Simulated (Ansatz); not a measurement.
Molecule (SMILES): Br (HBr).
Geometry (B3LYP-D3(BJ)/def2-TZVP, fixed):
```xyz
2

Br     0.0000     0.0000    -0.0396
H      0.0000     0.0000     1.3852
```
Charge 0, spin multiplicity 1.

Basis-set convergence of the dipole moment at PBE with Ansatz (a first-principles code). Dipoles come from the density behind the forces; the sign is taken along the dipole that this method gives in the largest set. All functions are spherical. The program fits the integrals of some runs and decomposes those of others, by size. No added dispersion term, no relativity. Reference: the value in aug-cc-pV5Z, 0.819 D. Deviations are taken from unrounded values.

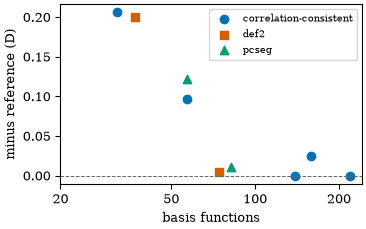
*Deviation from the reference against the number of basis functions, by family of sets.*

| basis | functions | dipole moment (D) | minus reference (D) |
|---|---|---|---|
| cc-pVDZ | 32 | 1.025 | 0.206 |
| def2-SVP | 37 | 1.019 | 0.200 |
| cc-pVTZ | 57 | 0.915 | 0.096 |
| pcseg-2 | 57 | 0.941 | 0.122 |
| def2-TZVPPD | 74 | 0.823 | 0.004 |
| aug-pcseg-2 | 82 | 0.829 | 0.010 |
| aug-cc-pVQZ | 139 | 0.818 | 0.000 |
| cc-pV5Z | 159 | 0.843 | 0.025 |
| aug-cc-pV5Z | 220 | 0.819 | 0.000 |
